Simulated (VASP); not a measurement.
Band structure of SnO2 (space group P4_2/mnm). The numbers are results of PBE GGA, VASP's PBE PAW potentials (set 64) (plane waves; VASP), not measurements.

Unless said otherwise, spin-orbit coupling is left out, though it shifts the bands of the heavy elements here.

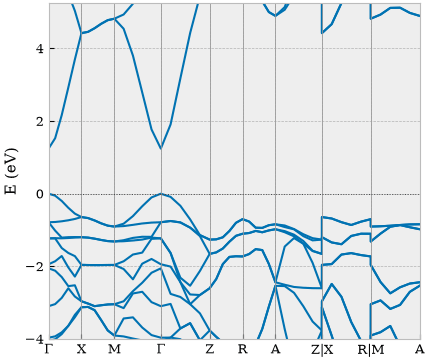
Figure. Bands along high-symmetry lines, zero at the valence-band maximum or, without a gap, the Fermi level

Task: Read the plot: is there a gap, and where are the band edges?

Result: The gap is direct, 1.24 eV, from the valence maximum at Γ to the conduction minimum at Γ.

The structure is a typed SnO2 crystal (P4_2/mnm). The cell was not relaxed at this level.
